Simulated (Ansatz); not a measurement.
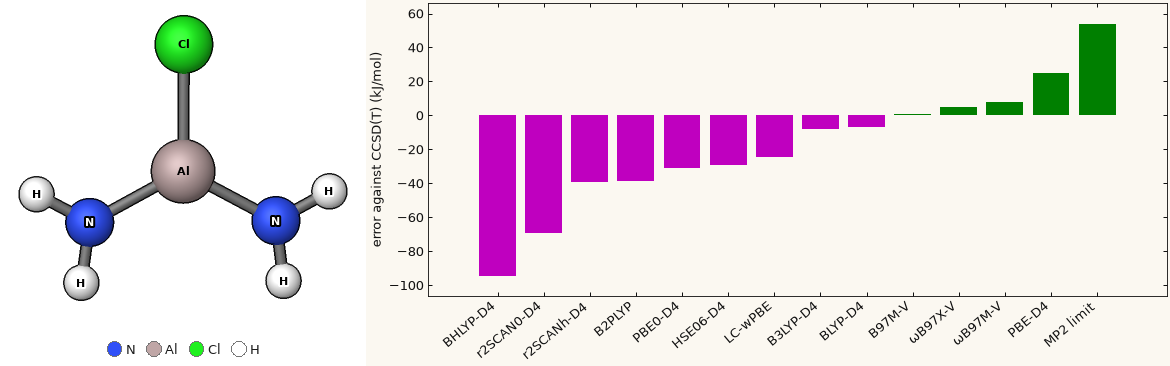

Error in the electronic atomisation energy (method less reference, so positive means overbinding) of AlN₂H₄Cl, SMILES [NH2][Al]([NH2])[Cl], singlet: functionals in def2-TZVPP against frozen-core CCSD(T) at the limit (MP2 extrapolated from triple and quadruple zeta, plus CCSD(T) less MP2 in a smaller set), which gives 2768.6 kJ/mol, at a PBE0-D4/def2-TZVP geometry (a minimum by its frequencies), no zero-point or spin-orbit term, the Ansatz code 0.2.0. The reference leaves out core correlation, a term that grows with the number of heavy atoms. B2PLYP holds a correlation term that converges slowly with the basis, so part of the distance to the limit is basis error. No dispersion term is added to B2PLYP and LC-wPBE. Limit means the basis limit.

### Which of these levels overbind, and which underbind?

Overbind: PBE-D4 and MP2 limit. Underbind: BHLYP-D4, r2SCAN0-D4, r2SCANh-D4, B2PLYP, PBE0-D4, HSE06-D4 and LC-wPBE. Within 20 kJ/mol of zero, too close to call in view of what the reference leaves out: B3LYP-D4, BLYP-D4, B97M-V, ωB97X-V and ωB97M-V.

### Give the values.

| level | kJ/mol |
| --- | --- |
| BHLYP-D4 | −94.3 |
| r2SCAN0-D4 | −69.2 |
| r2SCANh-D4 | −39.0 |
| B2PLYP | −38.7 |
| PBE0-D4 | −31.1 |
| HSE06-D4 | −29.1 |
| LC-wPBE | −24.2 |
| B3LYP-D4 | −8.1 |
| BLYP-D4 | −6.7 |
| B97M-V | 0.6 |
| ωB97X-V | 4.9 |
| ωB97M-V | 8.1 |
| PBE-D4 | 24.7 |
| MP2 limit | 54.1 |
